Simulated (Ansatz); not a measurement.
CH3Cl3OZr (Zr(OMe)Cl3)

Input file:

```
crystal:
  periodic: [false, false, false]
  atoms:
    - symbol: Zr
      position_ang: [-0.412920, 0.650230, -1.042800]
    - symbol: O
      position_ang: [-0.357160, 0.584370, 0.791810]
    - symbol: C
      position_ang: [0.326000, -0.506870, 1.366090]
    - symbol: H
      position_ang: [-0.120540, -1.458420, 1.017780]
    - symbol: H
      position_ang: [0.237270, -0.451060, 2.458270]
    - symbol: H
      position_ang: [1.396720, -0.467820, 1.090840]
    - symbol: Cl
      position_ang: [1.720820, 0.532530, -1.799010]
    - symbol: Cl
      position_ang: [-1.428570, 2.387140, -2.095280]
    - symbol: Cl
      position_ang: [-1.361630, -1.270110, -1.787690]
basis:
  gaussian:
    orbitals: def2-SVP
hamiltonian:
  xc: hf
accuracy: high
output:
  forces: true
  orbitals: {seedname: orbitals}
```

Run with:

```sh
ansatz run run.yaml --threads 1 --pin off --max-ram 3480MiB --events-out events.jsonl --progress --plain --runs-dir runs
```

Geometry: GFN2-xTB; core potentials replace the inner electrons of Zr.

Computed with isolated molecule in a Gaussian basis; Hartree-Fock in Ansatz.

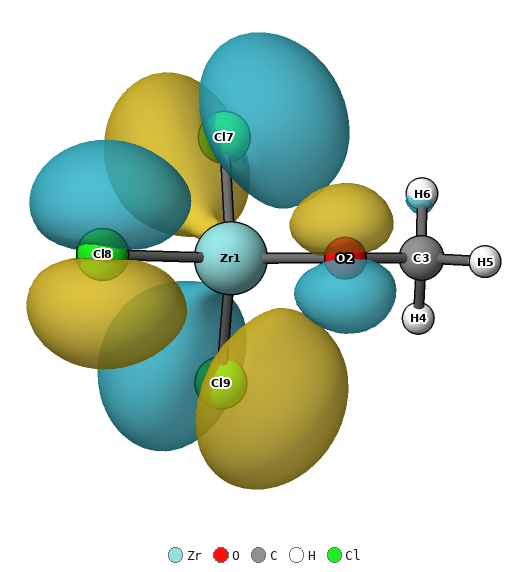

Figure 1. The HOMO−1 at ±0.06 Å⁻³ᐟ² (yellow and cyan are the two phases), seen across its widest extent.

Question: What is the character of this orbital?

Answer: It lies mainly on Cl9 (about 40 %), Cl7 (about 35 %) and Cl8 (about 15 %); largely a combination of lone pairs on Cl9, Cl7 and Cl8. Its energy is −12.81 eV.

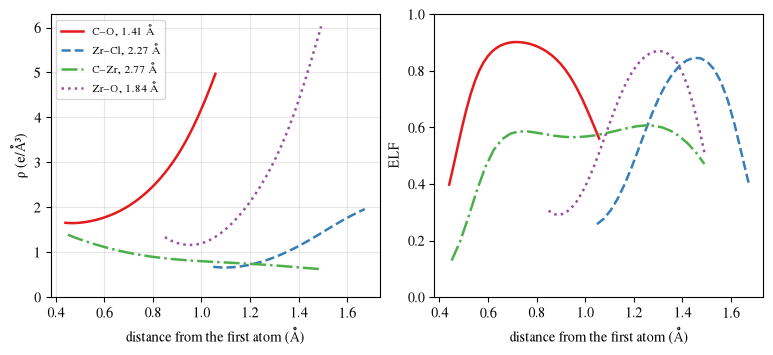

Figure 2. Electron density and ELF along straight lines between neighbouring atoms. The curves leave out the atomic cores.

Question: What can be read from the curves?

Answer: C–O (1.41 Å): ρ at the midpoint is about 2 e/Å³, with its minimum of 1.6 e/Å³ about 0.5 Å from C; the ELF peaks at about 0.90 between the atoms: a polar covalent bond.
Zr–Cl (2.27 Å): the density is about 0.67 e/Å³ at the midpoint; the ELF peaks at about 0.85 in the valence shell of Cl, 0.8 Å from its nucleus, and is about 0.35 at the midpoint.
C–Zr (2.77 Å): the density is about 0.67 e/Å³ at the midpoint; the ELF peaks at about 0.60 in the valence shell of C, 1.2 Å from its nucleus, and is about 0.55 at the midpoint.
Zr–O (1.84 Å): ρ is about 1.2 e/Å³ halfway; the ELF peaks at about 0.85 in the valence shell of O, 0.5 Å from its nucleus, and drops to about 0.30 between the two atoms.

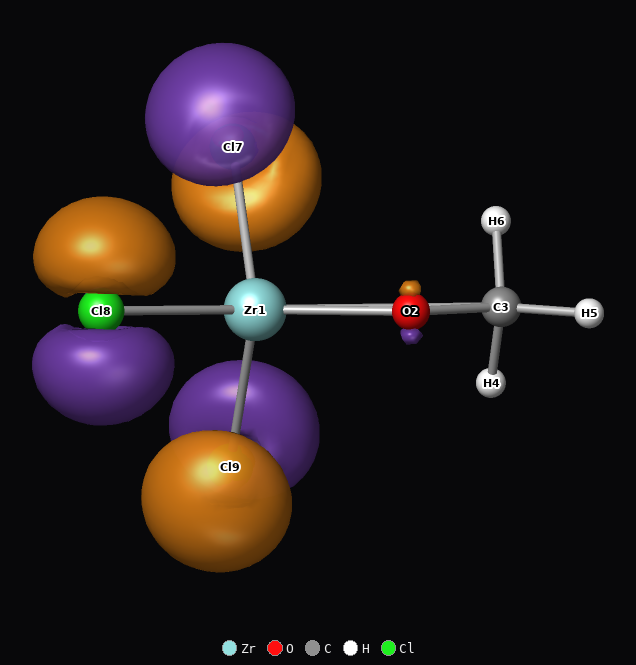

Figure 3. The HOMO at ±0.15 Å⁻³ᐟ² (orange and purple are the two phases), seen at a tilt.

Question: Where does this orbital lie, and at what energy?

Answer: By Hirshfeld shares it lies mainly on Cl9 (about 35 %), Cl7 (about 35 %) and Cl8 (about 25 %); largely a combination of lone pairs on Cl9, Cl7 and Cl8. Its energy is −12.51 eV.
